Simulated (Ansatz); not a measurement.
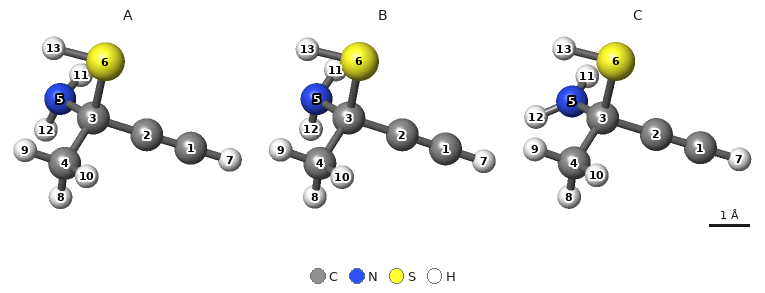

3 geometries from a converged minimum-energy path of C$_{4}$H$_{7}$NS, shuffled. The picture is a ball-and-stick view, seen at a tilt.

All numbers below come from Ansatz, RKS B3LYP/def2-SVP. Run with 5 movable images; climbing image; force threshold 0.03 eV/Å; iteration limit 60; starting path by image-dependent pair potential.

Which frame is the top of the path?

C. In order along the path, whose images run from 0 to 6: B (image 0, 0.000 eV), A (image 1, +0.021 eV), C (image 3, +0.189 eV). The motion is an umbrella inversion at N5. No bond forms or breaks between the ends. Bond angles that change up to the highest image, for instance: H11–N5–H12 107.2° → 119.0°, C3–N5–H11 109.8° → 120.3°.

Cost: 2 min on 2 threads of Intel(R) Xeon(R) Platinum 8488C (Sapphire Rapids) (shared host), peak memory 0.32 GiB.
